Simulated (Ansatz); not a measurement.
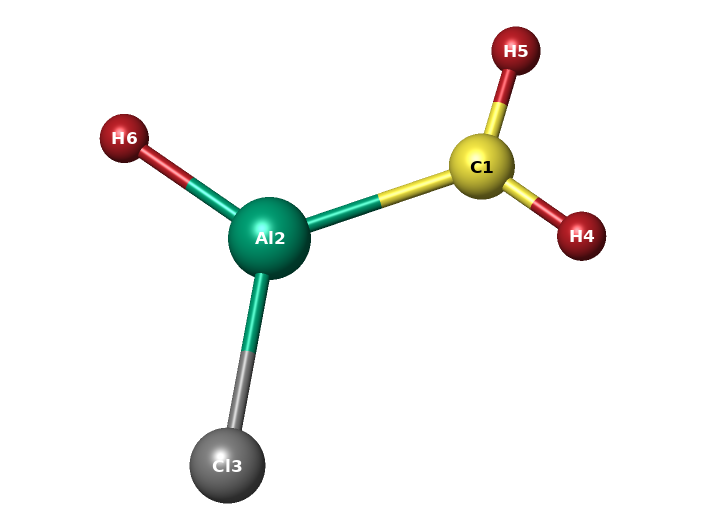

Atoms carry their numbers in the input. State: neutral, doublet. The computed structure is the end point of a PBE0-D4/def2-TZVP optimisation. No frequency run is at hand to confirm it as a minimum.

List the bonds and their lengths.

```
   bond  length (Å)
 C1–Al2       1.912
  C1–H4       1.088
  C1–H5       1.089
Al2–Cl3       2.102
 Al2–H6       1.575
```
